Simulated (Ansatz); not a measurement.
Molecular dynamics, with input and output: GaN2H5 (part 5 of 5)

Continued. System: GaN2H5. Method: RHF/def2-SVP (Ansatz 0.2.0). It belongs to a series of runs on one base structure; here: dynamics from the highest image of the converged band.

Geometry of the input (Å):
```
Ga -0.2331  0.0792  0.5967
H  1.1032  -0.3540  1.4648
N  1.7108  0.0518  0.1170
H  2.2332  -0.4528  -0.5878
H  2.2599  0.8335  0.4395
N  -1.3546  -0.0546  -0.8286
H  -2.3496  -0.1477  -0.7721
H  -1.0509  0.0446  -1.7790
```

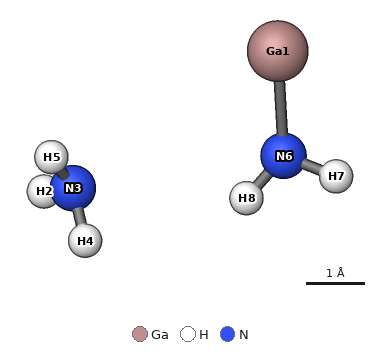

The geometry at step 172 of the log (ball-and-stick view, seen at a tilt; atoms are numbered from 1 in the order of the input).

Trajectory as extended XYZ, continued
```
8
Properties=species:S:1:pos:R:3:forces:R:3 step=144 time_fs=72.0 energy=-55366.39832 temperature=2018.1
Ga   -0.6993    0.1203    0.7985   -0.0203   0.0278  -0.0891
H     3.9167   -1.0606   -0.5887   -3.1193   3.9571   2.4044
N     3.1951   -0.0570   -0.4264    4.0492  -4.4804  -2.8161
H     3.5451    0.1366   -1.4161   -1.2110   1.6520   2.3126
H     3.5575    0.5686    0.3350    0.2099  -1.1380  -1.8785
N    -1.0213   -0.1149   -1.0252    1.7253  -1.4778  -0.0063
H    -1.4874    0.4631   -1.6654   -0.8225   0.8573  -0.6825
H    -0.3455   -0.6759   -1.5750   -0.8114   0.6020   0.7557
8
Properties=species:S:1:pos:R:3:forces:R:3 step=146 time_fs=73.0 energy=-55366.62923 temperature=2313.3
Ga   -0.7084    0.1214    0.8026   -0.0113  -0.0026  -0.1715
H     3.9227   -1.0518   -0.5866   -3.1324   3.7853   2.1265
N     3.2173   -0.0584   -0.4405    4.3015  -4.3910  -3.1141
H     3.5929    0.1633   -1.4234   -1.3267   1.3390   2.4745
H     3.6287    0.5295    0.3101    0.0903  -0.7427  -1.4639
N    -1.0087   -0.1213   -1.0281    1.1876  -0.8755  -0.2824
H    -1.4735    0.4824   -1.6632   -0.5552   0.5225  -0.2443
H    -0.3429   -0.6605   -1.5964   -0.5538   0.3651   0.6752
8
Properties=species:S:1:pos:R:3:forces:R:3 step=148 time_fs=74.0 energy=-55367.17934 temperature=3014.7
Ga   -0.7174    0.1225    0.8067   -0.0048  -0.0301  -0.2583
H     3.8990   -1.0071   -0.5642   -2.7531   2.9500   1.6421
N     3.2425   -0.0627   -0.4567    3.8726  -3.9188  -2.8158
H     3.6282    0.2030   -1.4074   -1.2262   1.0781   1.8927
H     3.7008    0.4834    0.2714    0.0423  -0.1191  -0.6953
N    -0.9952   -0.1283   -1.0312    0.2277   0.1714  -0.4684
H    -1.4647    0.5066   -1.6632   -0.1226  -0.0623   0.3846
H    -0.3454   -0.6417   -1.6115   -0.0359  -0.0693   0.3183
8
Properties=species:S:1:pos:R:3:forces:R:3 step=151 time_fs=75.5 energy=-55367.67725 temperature=3635.3
Ga   -0.7310    0.1242    0.8128    0.0070  -0.0757  -0.4030
H     3.8190   -0.8960   -0.5037    0.1635  -2.1275   0.3731
N     3.2848   -0.0739   -0.4844    0.4008   0.3926  -0.9397
H     3.6603    0.2812   -1.3537   -0.6173   0.7923  -0.0968
H     3.8098    0.4143    0.2038   -0.0084   0.9321   0.6881
N    -0.9750   -0.1384   -1.0365   -1.0683   1.5414  -0.2254
H    -1.4528    0.5402   -1.6551    0.3389  -0.7432   0.9757
H    -0.3480   -0.6162   -1.6300    0.7837  -0.7120  -0.3720
8
Properties=species:S:1:pos:R:3:forces:R:3 step=153 time_fs=76.5 energy=-55367.14052 temperature=2970.7
Ga   -0.7400    0.1253    0.8168    0.0211  -0.1133  -0.5037
H     3.7637   -0.8407   -0.4569    3.7653  -8.6808  -0.1571
N     3.3136   -0.0813   -0.5038   -3.5279   6.8556   0.4040
H     3.6735    0.3431   -1.3160   -0.0918   0.4989  -1.4746
H     3.8823    0.3779    0.1650   -0.2053   1.3151   1.2528
N    -0.9623   -0.1439   -1.0402   -1.2582   1.7576   0.0196
H    -1.4415    0.5547   -1.6387    0.3817  -0.8348   0.9572
H    -0.3416   -0.6068   -1.6458    0.9151  -0.7984  -0.4981
8
Properties=species:S:1:pos:R:3:forces:R:3 step=155 time_fs=77.5 energy=-55367.01614 temperature=2810.8
Ga   -0.7491    0.1263    0.8207    0.0426  -0.1567  -0.6021
H     3.7417   -0.8643   -0.4114    3.4401  -8.7462  -0.4872
N     3.3403   -0.0843   -0.5231   -3.1092   7.6559   1.3884
H     3.6856    0.4097   -1.2921    0.2040  -0.0974  -2.1168
H     3.9527    0.3537    0.1378   -0.5932   1.1760   1.2410
N    -0.9505   -0.1482   -1.0439   -0.7657   1.2852   0.1414
H    -1.4266    0.5614   -1.6135    0.2028  -0.5892   0.6219
H    -0.3268   -0.6048   -1.6660    0.5787  -0.5276  -0.1866
8
Properties=species:S:1:pos:R:3:forces:R:3 step=157 time_fs=78.5 energy=-55367.33154 temperature=3192.4
Ga   -0.7581    0.1274    0.8246    0.0697  -0.2037  -0.6954
H     3.7509   -0.9670   -0.3712    0.3325  -1.9138  -1.7384
N     3.3650   -0.0824   -0.5413    0.5483   2.2320   2.8690
H     3.6994    0.4751   -1.2879    0.1578  -0.9624  -1.8931
H     4.0174    0.3406    0.1222   -1.0964   0.6320   0.7884
N    -0.9391   -0.1517   -1.0475    0.1217   0.3661   0.2567
H    -1.4099    0.5626   -1.5824   -0.1450  -0.0631   0.0674
H    -0.3065   -0.6078   -1.6878    0.0114  -0.0870   0.3454
8
Properties=species:S:1:pos:R:3:forces:R:3 step=159 time_fs=79.5 energy=-55367.01838 temperature=2804.0
Ga   -0.7671    0.1284    0.8283    0.0978  -0.2506  -0.7823
H     3.7645   -1.0898   -0.3474   -1.0730   2.7194  -2.6156
N     3.3899   -0.0787   -0.5576    2.6214  -0.8779   3.5890
H     3.7147    0.5313   -1.3015   -0.0730  -1.8994  -1.1880
H     4.0716    0.3334    0.1141   -1.5324   0.0453   0.2409
N    -0.9277   -0.1549   -1.0509    0.9465  -0.5543   0.4692
H    -1.3945    0.5633   -1.5507   -0.5113   0.5236  -0.4981
H    -0.2861   -0.6116   -1.7065   -0.4760   0.2938   0.7849
8
Properties=species:S:1:pos:R:3:forces:R:3 step=161 time_fs=80.5 energy=-55366.50957 temperature=2158.8
Ga   -0.7762    0.1294    0.8319    0.1233  -0.2933  -0.8631
H     3.7686   -1.1883   -0.3482   -1.2751   4.6146  -2.8312
N     3.4166   -0.0756   -0.5714    3.2046  -1.6748   3.4548
H     3.7293    0.5694   -1.3264   -0.2799  -2.6275  -0.4625
H     4.1113    0.3269    0.1084   -1.7056  -0.3249  -0.1345
N    -0.9157   -0.1585   -1.0540    1.2888  -0.9736   0.6980
H    -1.3840    0.5688   -1.5235   -0.6585   0.7960  -0.8037
H    -0.2700   -0.6127   -1.7178   -0.6977   0.4835   0.9422
8
Properties=species:S:1:pos:R:3:forces:R:3 step=163 time_fs=81.5 energy=-55366.29929 temperature=1889.9
Ga   -0.7852    0.1304    0.8355    0.1446  -0.3291  -0.9393
H     3.7606   -1.2433   -0.3759   -1.1314   5.2892  -2.7000
N     3.4455   -0.0736   -0.5829    2.9737  -1.9292   2.8932
H     3.7412    0.5826   -1.3560   -0.3780  -2.9598   0.0482
H     4.1350    0.3174    0.1016   -1.5190  -0.4127  -0.2146
N    -0.9027   -0.1627   -1.0566    0.9468  -0.6150   0.8875
H    -1.3795    0.5815   -1.5039   -0.4464   0.5166  -0.7330
H    -0.2605   -0.6094   -1.7202   -0.5905   0.4400   0.7581
8
Properties=species:S:1:pos:R:3:forces:R:3 step=166 time_fs=83.0 energy=-55366.74791 temperature=2463.5
Ga   -0.7986    0.1317    0.8405    0.1705  -0.3698  -1.0427
H     3.7291   -1.2310   -0.4648   -0.7666   5.1571  -2.1093
N     3.4924   -0.0732   -0.5966    1.5974  -2.5082   1.5545
H     3.7525    0.5500   -1.3989   -0.3220  -2.5996   0.2869
H     4.1451    0.2965    0.0885   -0.5613  -0.0610   0.2948
N    -0.8824   -0.1695   -1.0593   -0.4506   0.8580   1.3513
H    -1.3792    0.6076   -1.4865    0.2369  -0.4850  -0.2859
H    -0.2553   -0.5974   -1.7121    0.0956   0.0086  -0.0494
8
Properties=species:S:1:pos:R:3:forces:R:3 step=168 time_fs=84.0 energy=-55367.32574 temperature=3199.1
Ga   -0.8076    0.1325    0.8436    0.1867  -0.3905  -1.0959
H     3.6985   -1.1612   -0.5500   -0.3628   3.6630  -1.4100
N     3.5253   -0.0750   -0.6043    0.1662  -2.2482   0.4928
H     3.7561    0.4966   -1.4244   -0.1603  -1.7614   0.0603
H     4.1437    0.2813    0.0826    0.3062   0.3358   0.8834
N    -0.8690   -0.1735   -1.0600   -1.3387   1.7279   1.7692
H    -1.3772    0.6208   -1.4790    0.5870  -1.0032  -0.0689
H    -0.2517   -0.5886   -1.7060    0.6157  -0.3234  -0.6309
8
Properties=species:S:1:pos:R:3:forces:R:3 step=170 time_fs=85.0 energy=-55367.64549 temperature=3597.3
Ga   -0.8165    0.1333    0.8467    0.2045  -0.4077  -1.1279
H     3.6645   -1.0581   -0.6487    0.2536  -0.7367  -0.6379
N     3.5582   -0.0783   -0.6116   -1.3066   0.6876  -0.1014
H     3.7582    0.4267   -1.4495    0.0870  -0.4954  -0.4360
H     4.1452    0.2692    0.0850    0.9177   0.5348   1.2012
N    -0.8566   -0.1764   -1.0595   -1.6578   2.0168   1.9617
H    -1.3698    0.6245   -1.4722    0.6946  -1.1583  -0.0230
H    -0.2424   -0.5828   -1.7057    0.8070  -0.4412  -0.8364
8
Properties=species:S:1:pos:R:3:forces:R:3 step=172 time_fs=86.0 energy=-55367.27963 temperature=3145.4
Ga   -0.8254    0.1340    0.8495    0.2249  -0.4214  -1.1365
H     3.6329   -0.9641   -0.7540    0.6017  -7.6826  -0.5962
N     3.5902   -0.0809   -0.6189   -2.0222   6.4282   0.7099
H     3.7612    0.3522   -1.4788    0.3821   0.9685  -0.9405
H     4.1551    0.2619    0.0985    0.9927   0.2774   0.8517
N    -0.8452   -0.1779   -1.0576   -1.2364   1.6007   1.7706
H    -1.3558    0.6174   -1.4658    0.5318  -0.9095  -0.1551
H    -0.2257   -0.5811   -1.7132    0.5255  -0.2613  -0.5038
8
Properties=species:S:1:pos:R:3:forces:R:3 step=174 time_fs=87.0 energy=-55367.04205 temperature=2842.6
Ga   -0.8342    0.1347    0.8522    0.2473  -0.4299  -1.1253
H     3.6064   -0.9394   -0.8649    0.2564  -8.2121  -0.2685
N     3.6209   -0.0793   -0.6257   -1.7092   6.3458   1.1578
H     3.7678    0.2868   -1.5168    0.6652   2.1044  -0.9037
H     4.1742    0.2571    0.1198    0.7437  -0.2458   0.0386
N    -0.8347   -0.1783   -1.0546   -0.3270   0.6927   1.3921
H    -1.3369    0.6018   -1.4610    0.1399  -0.3224  -0.4331
H    -0.2042   -0.5817   -1.7252   -0.0164   0.0673   0.1420
8
Properties=species:S:1:pos:R:3:forces:R:3 step=176 time_fs=88.0 energy=-55367.07934 temperature=2872.7
Ga   -0.8430    0.1353    0.8548    0.2680  -0.4313  -1.1020
H     3.5828   -0.9890   -0.9769    0.3787  -2.2728   1.9768
N     3.6505   -0.0737   -0.6319   -1.7862   0.4581  -1.2372
H     3.7807    0.2410   -1.5629    0.8548   2.4825   0.0293
H     4.2006    0.2500    0.1415    0.5099  -0.6750  -0.7450
N    -0.8244   -0.1782   -1.0505    0.5973  -0.2699   1.0950
H    -1.3168    0.5831   -1.4603   -0.3374   0.3793  -0.7533
H    -0.1827   -0.5818   -1.7359   -0.4851   0.3292   0.7363
8
Properties=species:S:1:pos:R:3:forces:R:3 step=178 time_fs=89.0 energy=-55366.68073 temperature=2372.5
Ga   -0.8518    0.1359    0.8572    0.2824  -0.4247  -1.0760
H     3.5631   -1.0620   -1.0705    0.8282   1.6608   3.6844
N     3.6787   -0.0676   -0.6389   -2.1785  -3.0300  -3.7187
H     3.8017    0.2186   -1.6084    0.9332   2.2917   1.3394
H     4.2318    0.2366    0.1563    0.3756  -0.9296  -1.2818
N    -0.8138   -0.1783   -1.0457    1.0846  -0.7801   0.9205
H    -1.2997    0.5680   -1.4668   -0.6496   0.8094  -0.9156
H    -0.1657   -0.5788   -1.7398   -0.6759   0.4024   1.0478
8
Properties=species:S:1:pos:R:3:forces:R:3 step=181 time_fs=90.5 energy=-55366.17800 temperature=1733.5
Ga   -0.8649    0.1366    0.8605    0.2880  -0.3997  -1.0411
H     3.5490   -1.1389   -1.1441    1.2235   3.5806   4.2547
N     3.7183   -0.0625   -0.6545   -2.4998  -4.2989  -5.1561
H     3.8500    0.2249   -1.6502    0.9254   1.7202   2.4722
H     4.2854    0.1996    0.1548    0.3126  -1.0089  -1.5492
N    -0.7964   -0.1793   -1.0374    0.5402  -0.1481   0.7089
H    -1.2854    0.5590   -1.4921   -0.4552   0.4329  -0.5344
H    -0.1517   -0.5676   -1.7272   -0.3347   0.1219   0.8450
8
Properties=species:S:1:pos:R:3:forces:R:3 step=183 time_fs=91.5 energy=-55366.33385 temperature=1933.0
Ga   -0.8736    0.1370    0.8625    0.2831  -0.3757  -1.0161
H     3.5538   -1.1495   -1.1428    1.2943   3.8769   3.9754
N     3.7425   -0.0627   -0.6691   -2.5415  -4.3870  -4.8891
H     3.8933    0.2505   -1.6500    0.8784   1.3896   2.3286
H     4.3249    0.1630    0.1357    0.3326  -0.8867  -1.3948
N    -0.7843   -0.1802   -1.0312   -0.4156   0.8381   0.6534
H    -1.2816    0.5588   -1.5160   -0.0546  -0.2044  -0.0021
H    -0.1468   -0.5584   -1.7083    0.2233  -0.2508   0.3448
8
Properties=species:S:1:pos:R:3:forces:R:3 step=185 time_fs=92.5 energy=-55366.84297 temperature=2584.5
Ga   -0.8823    0.1373    0.8644    0.2747  -0.3493  -0.9815
H     3.5709   -1.1234   -1.1036    1.1960   3.5691   3.2590
N     3.7650   -0.0659   -0.6871   -2.4274  -4.0721  -3.7285
H     3.9450    0.2894   -1.6279    0.8248   1.1593   1.5245
H     4.3676    0.1179    0.1033    0.3723  -0.6639  -1.0368
N    -0.7725   -0.1805   -1.0246   -1.3378   1.7031   0.6748
H    -1.2784    0.5567   -1.5399    0.2917  -0.7276   0.4798
H    -0.1398   -0.5515   -1.6862    0.8056  -0.6185  -0.1914
8
Properties=species:S:1:pos:R:3:forces:R:3 step=187 time_fs=93.5 energy=-55367.44999 temperature=3355.3
Ga   -0.8909    0.1376    0.8662    0.2657  -0.3235  -0.9307
H     3.5992   -1.0638   -1.0338    0.7472   1.8123   1.8154
N     3.7858   -0.0718   -0.7076   -1.9130  -2.4114  -1.6274
H     4.0045    0.3395   -1.5915    0.7464   0.9611   0.3919
H     4.4138    0.0666    0.0611    0.3871  -0.3700  -0.5636
N    -0.7616   -0.1797   -1.0175   -1.7613   2.0667   0.5758
H    -1.2726    0.5479   -1.5594    0.4517  -0.9495   0.7500
H    -0.1252   -0.5504   -1.6658    1.0762  -0.7856  -0.4113
8
Properties=species:S:1:pos:R:3:forces:R:3 step=189 time_fs=94.5 energy=-55367.63115 temperature=3578.9
Ga   -0.8995    0.1379    0.8678    0.2578  -0.2999  -0.8620
H     3.6343   -0.9889   -0.9471   -0.3804  -3.0095  -0.5004
N     3.8054   -0.0793   -0.7292   -0.5107   2.4979   1.0340
H     4.0712    0.3986   -1.5511    0.5131   0.5136  -0.4512
H     4.4637    0.0117    0.0135    0.3480  -0.0107  -0.0683
N    -0.7519   -0.1775   -1.0100   -1.4510   1.7840   0.2502
H    -1.2625    0.5302   -1.5719    0.3852  -0.8327   0.7383
H    -0.1007   -0.5567   -1.6489    0.8381  -0.6428  -0.1406
8
Properties=species:S:1:pos:R:3:forces:R:3 step=191 time_fs=95.5 energy=-55367.19941 temperature=3050.1
Ga   -0.9080    0.1381    0.8693    0.2510  -0.2783  -0.7802
H     3.6655   -0.9438   -0.8650   -1.7319  -8.7065  -2.2632
N     3.8246   -0.0850   -0.7502    1.4189   8.6969   2.6195
H     4.1425    0.4623   -1.5147    0.0162  -0.3857  -0.6949
H     4.5170   -0.0433   -0.0348    0.2690   0.3861   0.3506
N    -0.7432   -0.1741   -1.0023   -0.5706   0.9858  -0.0797
H    -1.2489    0.5047   -1.5775    0.1012  -0.4168   0.4318
H    -0.0684   -0.5689   -1.6332    0.2462  -0.2814   0.4161
8
Properties=species:S:1:pos:R:3:forces:R:3 step=194 time_fs=97.0 energy=-55367.18470 temperature=3009.0
Ga   -0.9207    0.1383    0.8714    0.2384  -0.2452  -0.6521
H     3.6832   -1.0182   -0.7809   -0.9349  -2.9580  -2.3694
N     3.8554   -0.0831   -0.7784    1.7672   3.9089   2.5833
H     4.2480    0.5480   -1.4723   -0.7913  -1.7327  -0.7254
H     4.6011   -0.1179   -0.1005   -0.0666   0.7707   0.5214
N    -0.7306   -0.1679   -0.9909    0.9084  -0.4372  -0.0347
H    -1.2280    0.4608   -1.5798   -0.5293   0.4364  -0.3750
H    -0.0173   -0.5912   -1.6008   -0.5920   0.2570   1.0521
8
Properties=species:S:1:pos:R:3:forces:R:3 step=196 time_fs=98.0 energy=-55366.90549 temperature=2658.7
Ga   -0.9292    0.1385    0.8726    0.2234  -0.2189  -0.5713
H     3.6818   -1.1159   -0.7535    0.0722   2.2256  -2.5817
N     3.8774   -0.0777   -0.7949    1.5400  -0.8680   3.1086
H     4.3101    0.5863   -1.4527   -1.1154  -2.1910  -0.8633
H     4.6568   -0.1589   -0.1383   -0.5211   0.8208   0.3451
N    -0.7215   -0.1640   -0.9834    1.3749  -0.9281   0.2199
H    -1.2195    0.4355   -1.5847   -0.7645   0.7340  -0.7534
H     0.0108   -0.6037   -1.5675   -0.8094   0.4256   1.0961
8
Properties=species:S:1:pos:R:3:forces:R:3 step=198 time_fs=99.0 energy=-55366.44808 temperature=2078.8
Ga   -0.9376    0.1386    0.8738    0.2000  -0.1876  -0.4933
H     3.6809   -1.1942   -0.7507    0.6092   4.4518  -2.6720
N     3.9005   -0.0727   -0.8093    1.5665  -2.9794   3.5951
H     4.3615    0.6037   -1.4414   -1.2519  -2.2911  -1.1030
H     4.7075   -0.1922   -0.1728   -0.9471   0.8047   0.1877
N    -0.7116   -0.1607   -0.9757    1.0997  -0.7381   0.3430
H    -1.2181    0.4170   -1.5965   -0.6074   0.5593  -0.6808
H     0.0315   -0.6123   -1.5239   -0.6692   0.3805   0.8232
8
Properties=species:S:1:pos:R:3:forces:R:3 step=200 time_fs=100.0 energy=-55366.24094 temperature=1813.9
Ga   -0.9460    0.1386    0.8749    0.1684  -0.1517  -0.4141
H     3.6855   -1.2307   -0.7734    0.8389   5.1415  -2.5690
N     3.9247   -0.0697   -0.8212    1.4993  -3.8425   3.7919
H     4.4011    0.5995   -1.4408   -1.2227  -2.0777  -1.4099
H     4.7493   -0.2177   -0.2053   -1.1377   0.7635   0.1942
N    -0.7009   -0.1579   -0.9677    0.1791  -0.0162   0.3050
H    -1.2222    0.4035   -1.6145   -0.1240   0.0530  -0.2148
H     0.0459   -0.6174   -1.4726   -0.2015   0.1299   0.3167
```
